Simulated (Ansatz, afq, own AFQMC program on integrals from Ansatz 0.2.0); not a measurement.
**AlNH3 (quartet): AFQMC on the coupled-cluster ladder at distance Al1–H4 along a hydrogen transfer = 1.875 Å, cc-pVTZ**

How near does AFQMC come to the top of the ladder for AlNH3 (quartet)?

Computed with Ansatz 0.2.0, Gaussian basis, and an in-house AFQMC program (afq) on its integrals; all values are calculated. Level: cc-pVTZ, frozen cores.

The runs, in order: PBE (unrestricted); CCSD(T) on UHF; r2SCAN (unrestricted); PBE0 (unrestricted); B3LYP (unrestricted); wB97M-V (unrestricted); B2PLYP (unrestricted); CCSDT(Q) on UHF; Phaseless AFQMC, CISD trial on UHF.

## (1) The geometry

The geometry derives from fragments relaxed apart (PBE0/def2-TZVP) and kept rigid, so it is no stationary point. A hydrogen atom is moved between rigid fragments.

5 atoms, charge 0, spin multiplicity 4.

Atoms are counted from 1 here; the program's logs count them from 0.

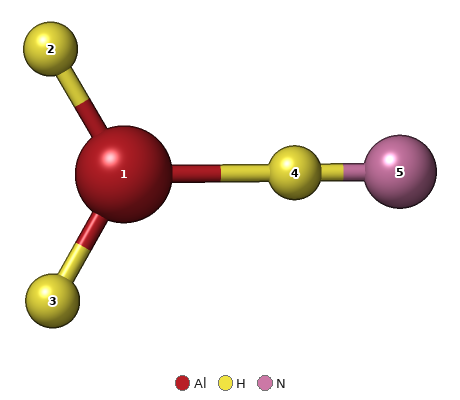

The geometry (aluminium red, hydrogen yellow, nitrogen pink); atoms are numbered from 1 in the order of the file.

## (2) PBE (unrestricted)

in.yaml reads:

```yaml
crystal:
  periodic: [false, false, false]
  atoms:
    - {symbol: Al, position_ang: [-0.971228, 0.000000, 0.000000]}
    - {symbol: H, position_ang: [-1.764152, 1.373384, 0.000000]}
    - {symbol: H, position_ang: [-1.764152, -1.373384, 0.000000]}
    - {symbol: H, position_ang: [0.903772, 0.000000, 0.000000]}
    - {symbol: N, position_ang: [2.059772, 0.000000, 0.000000]}
basis:
  gaussian: {orbitals: cc-pVTZ}
magnetization: {spin_polarized: true, initial_magnetization: 3}
hamiltonian: {xc: {name: PBE}}
output: {orbitals: {seedname: orbitals}}
```

The run is started by

```
ansatz run in.yaml --threads 1 --pin off --events-out ev --progress --plain --max-ram 8192MiB --backend cpu
```

The log of the run:

```text
Functional definition: PBE
  name "PBE"
  cite "Perdew, Burke & Ernzerhof, Phys. Rev. Lett. 77, 3865 (1996) doi:10.1103/PhysRevLett.77.3865"
  parent pbe
  parameter kappa = 0.804
  parameter beta = 0.06672455060314922
  exchange = pbe_x(kappa = kappa, mu = beta*pi^2/3)
  correlation = pbe_c(beta = beta)
628 factors; their error is unknown
mean field evaluation 1: about -8122.9821 eV, gradient 1.8e1 eV
mean field evaluation 2: about -8121.1333 eV, gradient 2.6e1 eV
mean field evaluation 4: about -8124.8662 eV, gradient 8.1e-1 eV
mean field evaluation 8: about -8124.8605 eV, gradient 2.3e-2 eV
mean field evaluation 16: about -8122.9473 eV, gradient 6.8e0 eV
mean field -8124.86047435 eV, -298.5831152040 hartree, gradient 2.9e-5 eV, S^2 3.755973; 3 other end points of the search recorded, 0 dependent functions left out
reference -8124.86051828 eV, -298.5831168184 hartree; 13, 10 occupied and 93, 96 virtual orbitals, 628 factors
Total energy: -8124.86051828 eV, -298.5831168184 hartree
```

It took 3 s on 1 thread of AMD EPYC 7R13 (Zen 3), shared host; peak memory 1.9 GiB.

From the report: ⟨S²⟩ of the determinant 3.756 (pure quartet: 3.75).

## (3) CCSD(T) on UHF

Changes to in.yaml since step 2:

```diff
@@ -11,3 +11,2 @@
 magnetization: {spin_polarized: true, initial_magnetization: 3}
-hamiltonian: {xc: {name: PBE}}
-output: {orbitals: {seedname: orbitals}}
+correlation: {method: ccsd_t, electrons: outside_noble_gas, hamiltonian_folder: ham}
```

The run is started by

```
ansatz run in.yaml --threads 1 --pin off --events-out ev --progress --plain --max-ram 24576MiB --backend cuda --devices 0, --max-vram 18GiB
```

The log of the run, shortened:

```text
Functional definition: HF
  name "HF"
  cite "Fock, Z. Phys. 61, 126 (1930) doi:10.1007/BF01340294"
  parent pbe
[...]
629 factors; integrals over basis functions are off by at most 1.5e-3 eV
[...]
mean field -8108.72287512 eV, -297.9900693708 hartree, gradient 1.8e-6 eV, S^2 3.789552; 1 other end points of the search recorded, 0 dependent functions left out
determinant -8108.72287512 eV, -297.9900693708 hartree, with singles and doubles -8115.75217387 eV, -298.2483913353 hartree
determinant -8106.79047552 eV, -297.9190549952 hartree, with singles and doubles -8114.00042028 eV, -298.1840155782 hartree
6 core orbitals not correlated: weight in the atoms' cores, before any rotation towards them, 1.000 or more for the frozen orbitals, at most 0.000 for the correlated occupied ones
reference -8108.72287512 eV, -297.9900693708 hartree; 7, 4 occupied and 93, 96 virtual orbitals, 629 factors
second order -5.83024935 eV of doubles, -0.00000000 eV of singles
cycle   1  -6.88615794 eV  change   -6.9e-1 eV  update   2.1e-2
[...]
cycle   9  -6.90729846 eV  change    6.9e-6 eV  update   7.8e-6
perturbative correction -0.18529382 eV, -0.0068094224 hartree
Total energy: -8115.81546740 eV, -298.2507173297 hartree
```

Wall time 3.7 s (1 × NVIDIA H100 80GB HBM3 with 1 thread of AMD EPYC 7R13 (Zen 3), shared host); peak host memory 1.9 GiB.

From the report: ⟨S²⟩ of the determinant 3.790 (pure quartet: 3.75); correlation -7.0926 eV; T1 0.017; largest double amplitude 0.03.

This run also writes the integrals to the folder ham.

## (4) r2SCAN (unrestricted)

Changes to in.yaml since step 3:

```diff
@@ -11,2 +11,2 @@
 magnetization: {spin_polarized: true, initial_magnetization: 3}
-correlation: {method: ccsd_t, electrons: outside_noble_gas, hamiltonian_folder: ham}
+hamiltonian: {xc: {name: r2SCAN}}
```

The run is started by

```
ansatz run in.yaml --threads 1 --pin off --events-out ev --progress --plain --max-ram 8192MiB --backend cpu
```

The log of the run:

```text
Functional definition: r2SCAN
  name "r2SCAN"
  cite "Furness, Kaplan, Ning, Perdew & Sun, J. Phys. Chem. Lett. 11, 8208 (2020) doi:10.1021/acs.jpclett.0c02405"
  cite "Furness, Kaplan, Ning, Perdew & Sun, J. Phys. Chem. Lett. 11, 9248 (2020) doi:10.1021/acs.jpclett.0c03077"
  parent r2scan
  parameter k0 = 0.174
  parameter k1 = 0.065
  parameter a1 = 4.9479
  exchange = r2scan_x(k0 = k0, k1 = k1, a1 = a1)
  correlation = r2scan_c
628 factors; their error is unknown
mean field evaluation 1: about -8127.7867 eV, gradient 1.6e1 eV
mean field evaluation 2: about -8127.4901 eV, gradient 1.8e1 eV
mean field evaluation 4: about -8129.1421 eV, gradient 5.5e-1 eV
mean field evaluation 8: about -8129.1312 eV, gradient 1.4e-1 eV
mean field evaluation 16: about -8129.1313 eV, gradient 7.4e-5 eV
mean field -8129.13129680 eV, -298.7400650344 hartree, gradient 7.4e-5 eV, S^2 3.763168; 0 other end points of the search recorded, 0 dependent functions left out
reference -8129.13131306 eV, -298.7400656319 hartree; 13, 10 occupied and 93, 96 virtual orbitals, 628 factors
Total energy: -8129.13131306 eV, -298.7400656319 hartree
```

Wall time 3.3 s (1 thread of AMD EPYC 7R13 (Zen 3), shared host); peak memory 1.9 GiB.

From the report: ⟨S²⟩ of the determinant 3.763 (pure quartet: 3.75).

## (5) PBE0 (unrestricted)

Changes to in.yaml since step 4:

```diff
@@ -11,2 +11,3 @@
 magnetization: {spin_polarized: true, initial_magnetization: 3}
-hamiltonian: {xc: {name: r2SCAN}}
+hamiltonian: {xc: {name: PBE0}}
+output: {orbitals: {seedname: orbitals}}
```

Same command.

The log of the run:

```text
Functional definition: PBE0
  name "PBE0"
  cite "Adamo & Barone, J. Chem. Phys. 110, 6158 (1999) doi:10.1063/1.478522"
  cite "Perdew, Burke & Ernzerhof, Phys. Rev. Lett. 77, 3865 (1996) doi:10.1103/PhysRevLett.77.3865"
  parent pbe
  parameter a = 0.25
  parameter kappa = 0.804
  parameter beta = 0.06672455060314922
  exchange = (1 - a)*pbe_x(kappa = kappa, mu = beta*pi^2/3) + a*exact_x
  correlation = pbe_c(beta = beta)
643 factors; their error is unknown
mean field evaluation 1: about -8124.7854 eV, gradient 1.3e1 eV
mean field evaluation 2: about -8125.0441 eV, gradient 1.1e1 eV
mean field evaluation 4: about -8125.6835 eV, gradient 3.1e-1 eV
mean field evaluation 8: about -8125.7009 eV, gradient 8.3e-3 eV
mean field -8125.70088153 eV, -298.6139995985 hartree, gradient 3.3e-5 eV, S^2 3.760299; 0 other end points of the search recorded, 0 dependent functions left out
reference -8125.70091414 eV, -298.6140007968 hartree; 13, 10 occupied and 93, 96 virtual orbitals, 643 factors
Total energy: -8125.70091414 eV, -298.6140007968 hartree
```

Wall time 1.9 s (1 thread of AMD EPYC 7R13 (Zen 3), shared host); peak memory 1.9 GiB.

From the report: ⟨S²⟩ of the determinant 3.760 (pure quartet: 3.75).

## (6) B3LYP (unrestricted)

Changes to in.yaml since step 5:

```diff
@@ -11,3 +11,2 @@
 magnetization: {spin_polarized: true, initial_magnetization: 3}
-hamiltonian: {xc: {name: PBE0}}
-output: {orbitals: {seedname: orbitals}}
+hamiltonian: {xc: {name: B3LYP}}
```

Launched as before.

The log of the run, shortened:

```text
Functional definition: B3LYP
  name "B3LYP"
  cite "Stephens, Devlin, Chabalowski & Frisch, J. Phys. Chem. 98, 11623 (1994) doi:10.1021/j100096a001"
  cite "Becke, Phys. Rev. A 38, 3098 (1988) doi:10.1103/PhysRevA.38.3098"
  cite "Lee, Yang & Parr, Phys. Rev. B 37, 785 (1988) doi:10.1103/PhysRevB.37.785"
  cite "Vosko, Wilk & Nusair, Can. J. Phys. 58, 1200 (1980) doi:10.1139/p80-159"
[...]
640 factors; their error is unknown
[...]
mean field -8131.42251333 eV, -298.8242656886 hartree, gradient 9.2e-6 eV, S^2 3.759149; 0 other end points of the search recorded, 0 dependent functions left out
reference -8131.42275597 eV, -298.8242746057 hartree; 13, 10 occupied and 93, 96 virtual orbitals, 640 factors
Total energy: -8131.42275597 eV, -298.8242746057 hartree
```

Run time: 1.9 s. Hardware: 1 thread of AMD EPYC 7R13 (Zen 3), shared host; peak memory 1.9 GiB.

From the report: ⟨S²⟩ of the determinant 3.759 (pure quartet: 3.75).

## (7) wB97M-V (unrestricted)

Changes to in.yaml since step 6:

```diff
@@ -11,2 +11,3 @@
 magnetization: {spin_polarized: true, initial_magnetization: 3}
-hamiltonian: {xc: {name: B3LYP}}
+hamiltonian: {xc: {name: wB97M-V}}
+output: {orbitals: {seedname: orbitals}}
```

The command is unchanged.

The log of the run, shortened:

```text
Functional definition: wB97M-V
  name "wB97M-V"
  cite "Mardirossian & Head-Gordon, J. Chem. Phys. 144, 214110 (2016) doi:10.1063/1.4952647"
  cite "Becke, J. Chem. Phys. 107, 8554 (1997) doi:10.1063/1.475007"
  cite "Vydrov & Van Voorhis, J. Chem. Phys. 133, 244103 (2010) doi:10.1063/1.3521275"
  # Of w^i u^j: cxij and so on, Table III.
[...]
  gx(w, u) = 1 - cx + cx01*u + cx10*w
  gss(w, u) = css00 + css04*u^4 + css10*w + css20*w^2 + css43*w^4*u^3
  gos(w, u) = cos00 + cos10*w + (cos20 + cos21*u)*w^2 + (cos60 + cos61*u)*w^6
[...]
      + integral(e_c_pw_mod_opposite_spin*gos(b97_w_opposite, b97_u_opposite)) + vv10(b, c)
628 factors; their error is unknown
153 factors; integrals over basis functions are off by at most 9.0e-5 eV
[...]
mean field -8129.25330402 eV, -298.7445487170 hartree, gradient 2.9e-5 eV, S^2 3.759522; 0 other end points of the search recorded, 0 dependent functions left out
reference -8129.25335058 eV, -298.7445504279 hartree; 13, 10 occupied and 93, 96 virtual orbitals, 628 factors
Total energy: -8129.25335058 eV, -298.7445504279 hartree
```

It took 6.5 s on 1 thread of AMD EPYC 7R13 (Zen 3), shared host; peak memory 1.9 GiB.

From the report: ⟨S²⟩ of the determinant 3.760 (pure quartet: 3.75).

## (8) B2PLYP (unrestricted)

Changes to in.yaml since step 7:

```diff
@@ -11,3 +11,3 @@
 magnetization: {spin_polarized: true, initial_magnetization: 3}
-hamiltonian: {xc: {name: wB97M-V}}
-output: {orbitals: {seedname: orbitals}}
+hamiltonian: {xc: {name: B2PLYP}}
+correlation: {electrons: outside_noble_gas}
```

Launched as before.

The log of the run, shortened:

```text
Functional definition: B2PLYP
  name "B2PLYP"
  cite "Grimme, J. Chem. Phys. 124, 034108 (2006) doi:10.1063/1.2148954"
  cite "Becke, Phys. Rev. A 38, 3098 (1988) doi:10.1103/PhysRevA.38.3098"
  cite "Lee, Yang & Parr, Phys. Rev. B 37, 785 (1988) doi:10.1103/PhysRevB.37.785"
[...]
629 factors; integrals over basis functions are off by at most 1.5e-3 eV
[...]
mean field -8124.21671196 eV, -298.5594573725 hartree, gradient 4.7e-6 eV, S^2 3.768615; 0 other end points of the search recorded, 0 dependent functions left out
6 core orbitals not correlated: weight in the atoms' cores, before any rotation towards them, 1.000 or more for the frozen orbitals, at most 0.000 for the correlated occupied ones
reference -8124.21686483 eV, -298.5594629907 hartree; 7, 4 occupied and 93, 96 virtual orbitals, 629 factors
second order -7.21141063 eV of doubles, -0.00000000 eV of singles
Total energy: -8126.16394570 eV, -298.6310168929 hartree
```

Run time: 2.8 s. Hardware: 1 thread of AMD EPYC 7R13 (Zen 3), shared host; peak memory 1.9 GiB.

From the report: ⟨S²⟩ of the determinant 3.769 (pure quartet: 3.75).

## (9) CCSDT(Q) on UHF

Changes to in.yaml since step 8:

```diff
@@ -11,3 +11,2 @@
 magnetization: {spin_polarized: true, initial_magnetization: 3}
-hamiltonian: {xc: {name: B2PLYP}}
-correlation: {electrons: outside_noble_gas}
+correlation: {method: ccsdt_q, electrons: outside_noble_gas}
```

The run is started by

```
ansatz run in.yaml --threads 1 --pin off --events-out ev --progress --plain --max-ram 24576MiB --backend cuda --devices 0, --max-vram 18GiB
```

The log of the run, shortened:

```text
Functional definition: HF
  name "HF"
  cite "Fock, Z. Phys. 61, 126 (1930) doi:10.1007/BF01340294"
  parent pbe
[...]
1305 factors; integrals over basis functions are off by at most 2.2e-7 eV
[...]
mean field -8108.72289608 eV, -297.9900701413 hartree, gradient 1.7e-6 eV, S^2 3.789552; 1 other end points of the search recorded, 0 dependent functions left out
determinant -8108.72289608 eV, -297.9900701413 hartree, with singles and doubles -8115.75221135 eV, -298.2483927127 hartree
determinant -8106.79050936 eV, -297.9190562391 hartree, with singles and doubles -8114.00046793 eV, -298.1840173294 hartree
6 core orbitals not correlated: weight in the atoms' cores, before any rotation towards them, 1.000 or more for the frozen orbitals, at most 0.000 for the correlated occupied ones
reference -8108.72289608 eV, -297.9900701413 hartree; 7, 4 occupied and 93, 96 virtual orbitals, 1305 factors
second order -5.83026998 eV of doubles, -0.00000000 eV of singles
cycle   1  -6.56700846 eV  change   -7.4e-1 eV  update   7.4e-2
[...]
cycle  18  -7.12394067 eV  change    7.1e-7 eV  update   8.4e-7
perturbative correction -0.00686006 eV, -0.0002521024 hartree
Total energy: -8115.85369681 eV, -298.2521222344 hartree
```

It took 21 s on 1 × NVIDIA H100 80GB HBM3 with 1 thread of AMD EPYC 7R13 (Zen 3), shared host; peak host memory 1.9 GiB.

From the report: ⟨S²⟩ of the determinant 3.790 (pure quartet: 3.75); correlation -7.1308 eV; T1 0.018; largest double amplitude 0.03.

## (10) Phaseless AFQMC, CISD trial on UHF

It reads the integrals that the CCSD(T) run on this determinant wrote.

The run is started by

```
afq ham --method phaseless --trial cisd --walkers 1000 --populations 20 --least-time 60 --time-step 0.005 --steps-per-block 50 --equilibration-blocks 28 --max-blocks 4000 --target-error 0.0002 --factor-cut 1e-05 --start spin_pure --seed 1735 --release-times 0.24,0.51,0.99,1.62,2.4 --release-step 0.03 --release-every 3 --taylor-order 6
```

The log of the run:

```text
orbitals 100  electrons 7 4  factors 622 of 629
reference energy -297.99006937 Eh
CCSD correlation -0.25383869 Eh in 12 cycles, weight of the determinant in the CISD state 0.8872
energy of the start -298.242598 Eh
 block  time / (1/Eh)  mean weight  energy / Eh
     1     0.250  1.0000  -298.241055
     2     0.500  1.0001  -298.242797
     3     0.750  1.0005  -298.245597
     4     1.000  0.9994  -298.246824
     5     1.250  0.9996  -298.248866
     6     1.500  0.9995  -298.248655
     7     1.750  0.9993  -298.248943
     8     2.000  0.9998  -298.249425
     9     2.250  0.9998  -298.249920
    10     2.500  1.0003  -298.250319
    11     2.750  1.0001  -298.250125
    12     3.000  1.0005  -298.251759
    13     3.250  0.9996  -298.251362
    14     3.500  1.0001  -298.250479
    15     3.750  0.9993  -298.250863
    16     4.000  0.9994  -298.251305
    17     4.250  0.9999  -298.250466
    18     4.500  1.0000  -298.250801
    19     4.750  0.9995  -298.250944
    20     5.000  0.9998  -298.250978
    21     5.250  0.9996  -298.251366
    22     5.500  1.0003  -298.250183
    23     5.750  1.0000  -298.250595
    24     6.000  1.0002  -298.250847
    25     6.250  0.9991  -298.250969
    26     6.500  0.9998  -298.251981
    27     6.750  1.0004  -298.251994
    28     7.000  0.9999  -298.252184
    29     7.250  0.9994  -298.251060
    30     7.500  0.9995  -298.253019
    31     7.750  0.9998  -298.253011
    32     8.000  0.9989  -298.250819
    33     8.250  0.9987  -298.251377
    34     8.500  1.0004  -298.252261
    35     8.750  0.9999  -298.250842
    36     9.000  0.9997  -298.251196
    37     9.250  1.0005  -298.251579
    38     9.500  1.0005  -298.252702
    39     9.750  0.9997  -298.250782
    40    10.000  1.0001  -298.250186
    41    10.250  0.9992  -298.251173
    42    10.500  1.0000  -298.251687
    43    10.750  0.9993  -298.250565
    44    11.000  0.9997  -298.251597
    45    11.250  0.9992  -298.251398
    46    11.500  1.0001  -298.250354
    47    11.750  0.9996  -298.251513
    48    12.000  1.0008  -298.250595
    49    12.250  0.9995  -298.251219
    50    12.500  1.0010  -298.251980
    51    12.750  1.0001  -298.252655
    52    13.000  1.0000  -298.250819
    53    13.250  0.9992  -298.251473
    54    13.500  1.0005  -298.251381
    55    13.750  1.0009  -298.251171
    56    14.000  0.9998  -298.250703
    57    14.250  1.0001  -298.252952
    58    14.500  0.9997  -298.251135
    59    14.750  0.9992  -298.251820
    60    15.000  0.9997  -298.251199
    61    15.250  1.0015  -298.252595
    62    15.500  0.9998  -298.251654
    63    15.750  1.0002  -298.250814
    64    16.000  1.0003  -298.252248
    65    16.250  0.9997  -298.251557
    66    16.500  0.9993  -298.251304
    67    16.750  1.0007  -298.251917
    68    17.000  1.0007  -298.250987
    69    17.250  0.9992  -298.251428
    70    17.500  1.0007  -298.250167
    71    17.750  0.9994  -298.251762
    72    18.000  1.0006  -298.252305
    73    18.250  0.9997  -298.251075
    74    18.500  1.0004  -298.251904
    75    18.750  0.9993  -298.250789
    76    19.000  1.0005  -298.250628
    77    19.250  0.9995  -298.251661
    78    19.500  1.0005  -298.250790
error from the spread of 20 populations
released: time / (1/Eh)  energy / Eh  error  mean overlap
  0.24  -298.251529  0.000183  1.0037
  0.51  -298.251948  0.000172  0.9919
  0.99  -298.252347  0.000143  0.9741
  1.62  -298.252164  0.000194  0.9624
  2.40  -298.252620  0.000390  0.9492
energy -298.251436 +/- 0.000196 Eh
```

Run time: 60 s. Hardware: 1 × NVIDIA H100 80GB HBM3 with 2 threads of AMD EPYC 7R13 (Zen 3), shared host; peak host memory 1.9 GiB.

Energy -8115.8350 ± 0.0053 eV. Caveats: constraint bias not in the error.

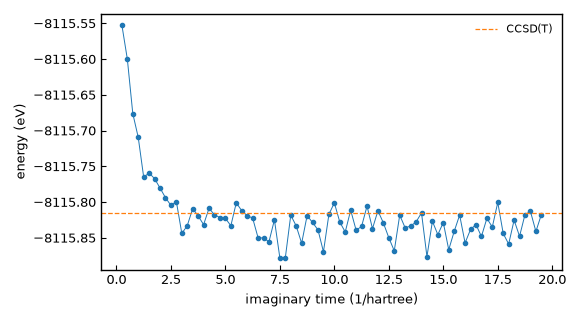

Block energies along the walk.

## (11) AFQMC on the ladder

On the UHF determinant, counted from CCSDT(Q) (a yardstick, not exact):

| level | energy (eV) | from CCSDT(Q) (meV) | statistical error (meV) | time |
| --- | --- | --- | --- | --- |
| HF | -8108.7229 | +7130.8 |  |  |
| MP2 | -8114.5531 | +1300.6 |  |  |
| CCSD | -8115.6302 | +223.5 |  |  |
| CCSD(T) | -8115.8155 | +38.2 |  |  |
| CCSDT(Q) | -8115.8537 | 0.0 |  |  |
| Phaseless AFQMC, CISD trial, step 0.005, 1000 walkers | -8115.8350 | +18.7 | 5.3 | 60 s |

The functionals' totals stand on their own zeros and serve differences with other points: PBE -8124.861 eV; r2SCAN -8129.131 eV; PBE0 -8125.701 eV; B3LYP -8131.423 eV; wB97M-V -8129.253 eV; B2PLYP -8126.164 eV.

## (12) Results

| quantity | value |
| --- | --- |
| CCSD(T) on UHF from CCSDT(Q) | +38.2 meV |
| Phaseless AFQMC, CISD trial on UHF from CCSDT(Q) | +18.7 ± 5.3 meV |

In words: On UHF the phaseless walk with the CISD trial lies +18.7 meV from CCSDT(Q), 4 times its error bar. Error bars are statistical and leave out the constraint, the time step and what remains of the start.
